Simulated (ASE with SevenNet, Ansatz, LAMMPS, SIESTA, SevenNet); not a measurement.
**Machine-learned potentials runs on amorphous Zn39Cd63Se36S66 (204 atoms)**

Aim: run amorphous Zn39Cd63Se36S66 (204 atoms) in machine-learned potentials and see how near its forces come to a plane-wave reference, and at what cost.

Program: ASE with SevenNet. Level of theory: the method is named at each step. Results are calculated unless marked as measured.

## Step 1: Set-up

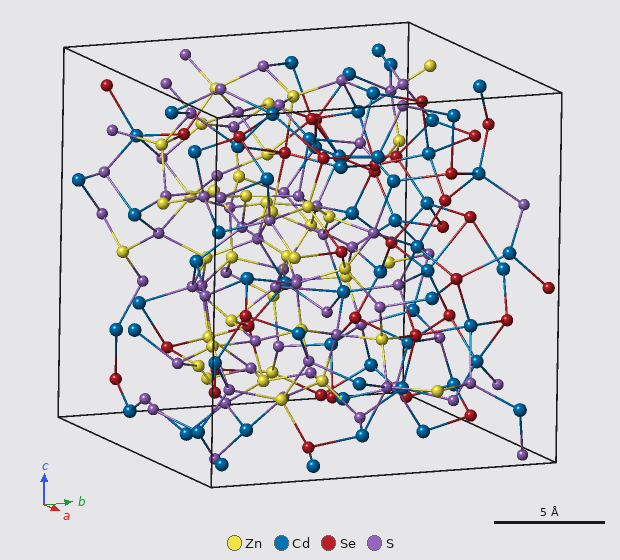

The starting structure, seen slightly off an axis (zinc yellow, cadmium blue, selenium red, sulfur purple). Bonds to atoms that aren't drawn are left out. Some periodic images of atoms are drawn too.

The cell holds 204 atoms: 39 Zn, 63 Cd, 36 Se and 66 S. Its edges and angles: a = 17.278 Å, b = 17.278 Å, c = 17.278 Å, α = 90.0°, β = 90.0°, γ = 90.0°. 204 atoms (39 Zn, 63 Cd, 36 Se, 66 S) placed at random at 4.7 g/cm³, melted at 2500 K for 10 ps at fixed volume with the Stillinger-Weber II-VI potential (Zhou et al., Phys. Rev. B 88, 085309 (2013)). Quenched from 2500 K to 300 K at 100 K/ps and fixed volume, annealed at 700 K for 50 ps, held 5 ps.

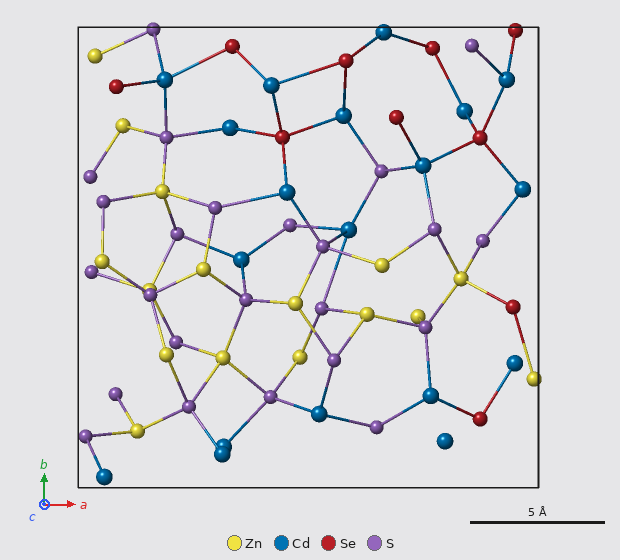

A slice 6 Å thick through the middle of the cell. Bonds to atoms that aren't drawn are left out.

The yardstick, on the same geometry:

* method: Kohn-Sham DFT, PBE, PAW, plane waves (Ansatz 0.2.0); cutoff 420 eV, Γ point, fermi-dirac smearing of 0.05 eV; PAW set soft_2
* r.m.s. force component: 0.4496 eV/Å
* longest force: 1.672 eV/Å
* SCF cycles: 15
* time: 4.6 min on 16 threads of Arm Neoverse N1, shared host
* CPU time: 72 min

## Step 2: SevenNet 0 potential

Method: machine-learned interatomic potential SevenNet 0, trained on PBE(+U) plane-wave data.

Contents of run.py:

```python
import numpy as np
from ase.io import read
import mlip  # loads the published weights by name

atoms = read("structure.xyz")
atoms.calc = mlip.calc("7net-0")
energy = atoms.get_potential_energy()
forces = atoms.get_forces()
print(f"energy {energy:.6f} eV")
print("forces (eV/A)")
for i, (a, f) in enumerate(zip(atoms, forces)):
    print(f"{i:4d} {a.symbol:2s} {f[0]:10.5f} {f[1]:10.5f} {f[2]:10.5f}")
```

Contents of structure.xyz:

```xyz
204
Lattice="17.27840 0.00000 0.00000 0.00000 17.27840 0.00000 0.00000 0.00000 17.27840" Properties=species:S:1:pos:R:3 pbc="T T T"
Zn 8.15800 6.91015 10.67356
Zn 3.33214 15.40525 12.49799
Zn 6.96129 7.15084 2.52973
Zn 2.68334 6.25737 1.88870
Zn 5.52926 7.81537 12.81297
Zn 6.64527 2.00274 13.86522
Zn 13.65685 5.07726 3.07089
Zn 10.99528 8.30417 3.22450
Zn 8.17026 7.88171 16.01155
Zn 10.84341 6.50394 9.15237
Zn 8.32473 4.89497 5.76373
Zn 2.22287 2.11833 8.00422
Zn 13.72164 10.04272 5.56814
Zn 14.37407 7.83886 9.14839
Zn 11.21178 2.66001 5.26127
Zn 11.12729 4.26915 12.16710
Zn 0.65485 10.41231 1.51704
Zn 0.63515 16.19781 6.25392
Zn 2.22805 9.32342 14.43472
Zn 11.40737 8.34132 10.97593
Zn 4.47718 5.48054 4.21766
Zn 2.67642 7.39775 7.47982
Zn 16.58968 11.58828 3.59114
Zn 9.70286 0.75679 11.78629
Zn 3.65594 16.75365 15.97803
Zn 1.64145 6.23750 13.59758
Zn 0.89779 8.48300 10.83459
Zn 14.63411 5.81902 12.22239
Zn 1.92516 9.84627 5.37756
Zn 5.43509 4.86698 8.15990
Zn 7.77148 3.52341 3.63399
Zn 4.81825 5.49505 15.89060
Zn 3.15901 11.11243 8.82097
Zn 3.31089 4.98586 10.59892
Zn 7.40811 4.31684 11.69644
Zn 1.68102 13.58359 5.97677
Zn 17.11564 4.07217 10.42665
Zn 4.69869 8.19083 10.35512
Zn 12.75647 6.41737 6.07595
Cd 15.84066 8.74287 14.58470
Cd 7.25313 15.09562 10.35823
Cd 7.94202 13.95455 4.05386
Cd 13.76985 1.74184 11.13524
Cd 7.84059 11.07960 10.27685
Cd 14.50574 14.12993 6.07941
Cd 9.59055 1.15627 15.98131
Cd 9.96273 13.96043 7.79429
Cd 10.15849 9.67158 7.13218
Cd 2.08170 14.72638 1.83462
Cd 11.82620 15.66356 3.79347
Cd 12.48952 1.44067 1.58115
Cd 11.63510 12.03423 2.76852
Cd 16.43660 2.94424 14.05667
Cd 8.88421 4.82517 14.01589
Cd 2.72722 2.48273 13.50532
Cd 13.17392 4.62422 16.35660
[... 144 atom lines left out ...]
S 16.74450 0.48293 13.41098
S 11.38249 11.87251 7.54772
S 15.08819 9.71564 3.61430
S 0.45477 11.66551 5.71138
```

Launch:

```console
OMP_NUM_THREADS=4 python run.py > output.txt
```

The log of the run:

```text
energy -582.101868 eV
forces (eV/A)
   0 Zn   -0.06010    0.32758   -0.52642
   1 Zn   -0.15128    0.78183    0.08441
   2 Zn   -0.19878    0.07646    0.05882
   3 Zn    0.45912    0.65121   -0.76683
   4 Zn   -0.18353   -0.23210    0.72312
   5 Zn   -0.47561   -0.53388   -0.02826
   6 Zn   -0.18718    0.03959    0.25052
   7 Zn   -0.29304    0.19638    0.16120
   8 Zn   -0.09881   -0.05502    0.17396
   9 Zn   -0.52451   -0.23505   -0.97350
  10 Zn    0.54670    0.97610    0.69692
  11 Zn   -0.07145   -0.21178    0.19979
  12 Zn    0.29491   -0.55589    0.31109
  13 Zn    0.56231    0.35676   -0.27358
  14 Zn   -0.16713    0.74644   -0.33700
  15 Zn   -0.06609    0.13693    0.04904
  16 Zn    0.43322   -0.37897    0.18294
  17 Zn    0.23596    0.28569    0.25259
  18 Zn    0.63077   -0.45095   -0.29903
  19 Zn    0.30317    0.18391   -0.39121
  20 Zn    0.07781    0.65303    0.29934
  21 Zn   -0.31055   -0.00254   -0.83070
  22 Zn   -0.49390    0.11251    0.47270
  23 Zn    0.01640   -0.84511    0.16015
[...]
196 S    -0.22332    0.54019   -0.72687
 197 S    -0.00057   -0.18685   -0.51812
 198 S    -0.29727   -0.32513   -1.16323
 199 S    -0.88031    0.68191   -0.43383
 200 S     0.26663    0.08022   -0.26818
 201 S     0.22821    0.12806   -0.12536
 202 S     0.20847    0.54014   -0.04675
 203 S     0.25304    0.20328   -0.16259
```

Wall time 14 s (4 threads of Arm Neoverse N1, shared host); peak memory 1.1 GiB; 15 s of CPU time.

Banners, paths, timers and routine set-up lines are dropped from the logs unmarked, and long logs keep their key lines alone; longer cuts are marked.

Against the reference:

| Item | Value |
| --- | --- |
| r.m.s. force component | 0.3951 eV/Å |
| r.m.s. difference of force components | 142.4 meV/Å |
| longest difference of force vectors | 769.6 meV/Å |
| force difference over r.m.s. force | 31.68 % |
| slope of forces against the reference's | 0.836 |
| correlation of force components | 0.9513 |

Length of the force difference by element (eV/Å):

| element | atoms | mean | most |
| --- | --- | --- | --- |
| Cd | 63 | 0.17 | 0.49 |
| S | 66 | 0.22 | 0.72 |
| Se | 36 | 0.26 | 0.77 |
| Zn | 39 | 0.21 | 0.61 |

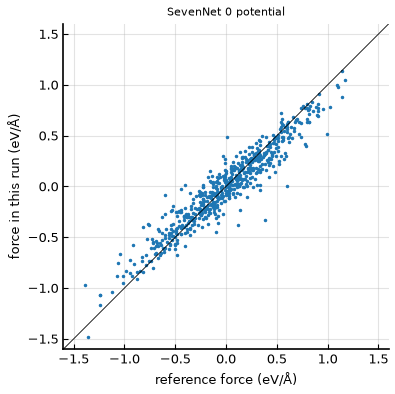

Force components against those of the reference; the line marks equality.

The surroundings of S147, which has 2 bonded neighbours where the commonest count for S is 4, nearest first, numbered as they follow in the input and with coordinates relative to it.

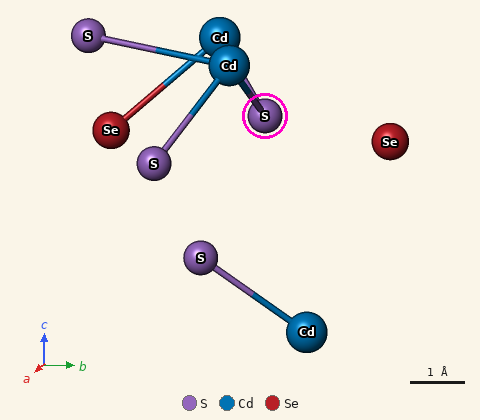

The atoms of the table, within 4.2 Å (arrows a, b, c point along x, y, z); some may hide others; the central atom is ringed.

| atom | x | y | z | distance (Å) | bonds | Fx | Fy | Fz (eV/Å) |
| --- | --- | --- | --- | --- | --- | --- | --- | --- |
| S147 | 0.00 | 0.00 | 0.00 | 0.00 | 2 | -0.12 | 0.46 | 0.17 |
| Cd73 | -1.83 | -1.30 | 1.09 | 2.49 | 4 | 0.18 | -0.18 | 0.08 |
| Cd48 | 2.20 | -0.18 | 1.38 | 2.60 | 4 | -0.73 | -0.65 | 0.02 |
| Se110 | -1.46 | 2.07 | -0.68 | 2.62 | 3 | 0.18 | -0.23 | -0.07 |
| S193 | 0.70 | -1.08 | -2.63 | 2.93 | 3 | -0.25 | -0.55 | -0.03 |
| Se105 | -1.41 | -3.30 | -0.69 | 3.65 | 4 | 0.52 | -0.40 | -0.29 |
| S150 | 1.19 | -3.13 | 1.62 | 3.72 | 2 | 0.81 | -0.08 | 0.30 |
| S168 | 3.87 | -1.24 | -0.23 | 4.07 | 4 | 0.49 | -0.36 | -0.47 |
| Cd102 | 0.10 | 0.83 | -4.08 | 4.17 | 4 | -0.06 | -0.07 | 0.74 |

Atoms are counted from 1 here, from 0 in the log.

Forces lie 32 % from the reference's, at 0.0034 times its CPU time (on 4 against 16 cores).

## Step 3: Summary of results

| Property | Result |
| --- | --- |
| force difference from the reference | SevenNet 0 potential, 32 % |
| its CPU time | 15 s |

What this shows: Machine-learned potentials differ by 32 % (SevenNet 0 potential); they were trained on other programs' data. Among those trained on PBE data the slope goes as low as 0.84. Machine-learned potentials mimic data converged in k, so the reference's own k-point error enters their differences. The quench rate of 100 K/ps is many orders above laboratory rates, so the cell is likely richer in defects and strain than a real sample. The network of bonds at the start is that of the classical potential that made the cell, and needn't be the one that DFT or experiment would give. The electronic-structure runs sample only Γ, in a cell whose shortest periodic width is 17 Å, which is coarse for a cell with partly filled levels.

[Also dropped from logs without a mark: logging warnings of Python, and SIESTA's first energy breakdown and zero terms.]

[Logs are printed without paths, hosts, clocks, repeated set-up lines and the standing remarks that a program may print on its own settings, such as how far it seeks lower states.]

[Hosts, paths, dates, database ids (printed as entryN), source tags and the programs' standing remarks are cut or masked in the printed files.]
